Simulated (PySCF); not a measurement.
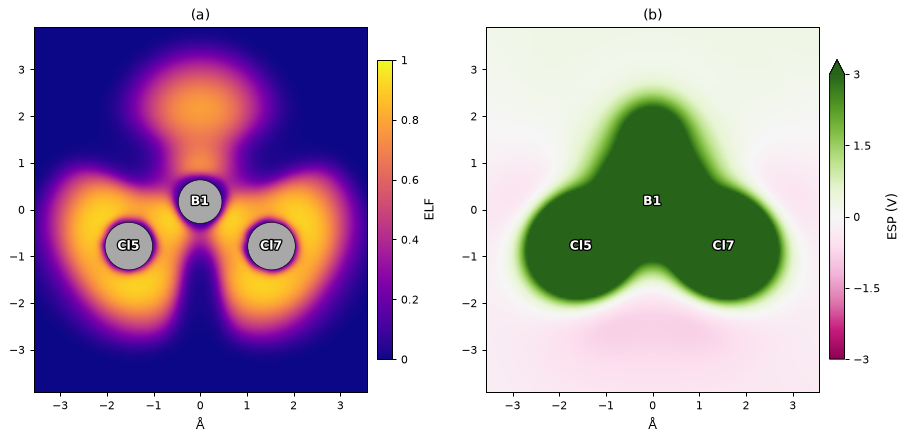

The picture shows: BCl$_{3}$···H$_{2}$S. (a) electron localisation function; (b) molecular electrostatic potential on the plane of atoms Cl5, B1 and Cl7. Grey discs cover the atomic cores in the ELF map.

Geometry: PBE0-D3(BJ)/def2-SVP.

These are results of PBE0/pcSseg-1, SCF density, gas phase, non-relativistic (PySCF), not measurements.

| atom | x (Å) | y (Å) | z (Å) |
| --- | --- | --- | --- |
| B | 0.1225 | -0.2216 | -0.8407 |
| S | 0.1772 | -0.2495 | 1.3224 |
| H | 0.5644 | 1.0285 | 1.5423 |
| H | -1.1256 | 0.0223 | 1.5674 |
| Cl | 1.8805 | -0.2183 | -1.2277 |
| Cl | -0.7660 | 1.2904 | -1.2578 |
| Cl | -0.7611 | -1.7537 | -1.1744 |

Question: What do the fields say about this system?

Answer: Atoms in the plane: B and Cl. B–Cl (1.80 Å): the ELF peaks at about 0.90 between the atoms: a shared but strongly polarised pair. The ELF also peaks beside Cl5 and Cl7, away from the bonds: lone-pair regions. Outside the dense part of the complex the potential is most negative (−0.8 V) near Cl5 and Cl7.
